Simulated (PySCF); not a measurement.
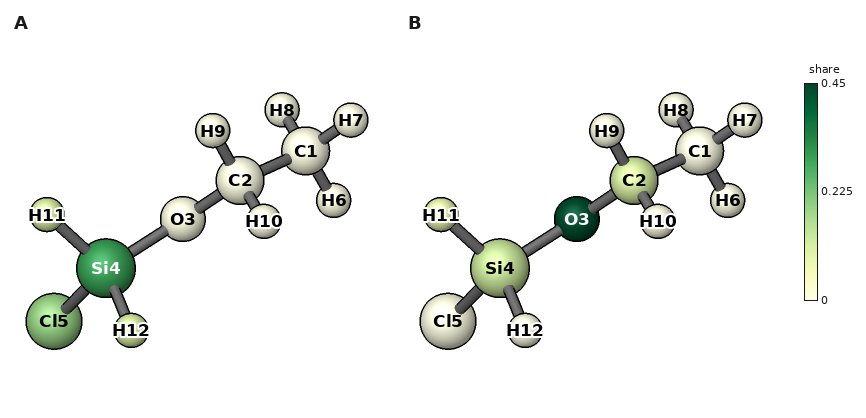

Each panel colours the atoms by their Löwdin share in one orbital (up to four of the largest shares; other atoms are shown as zero). Computed geometry: PBE0-D3(BJ)/def2-SVP optimisation. No frequency run is at hand to confirm it as a minimum. Level of theory: ωB97X-D/def2-SVPD (PySCF 2.14.0).

The panels show the HOMO, LUMO, in some order. Which is which?

Answer. A: LUMO, 1.79 eV; Si4 0.29, Cl5 0.19, H12 0.11, H11 0.11
B: HOMO, −10.29 eV; O3 0.44, Si4 0.13, C2 0.11, H11 0.08
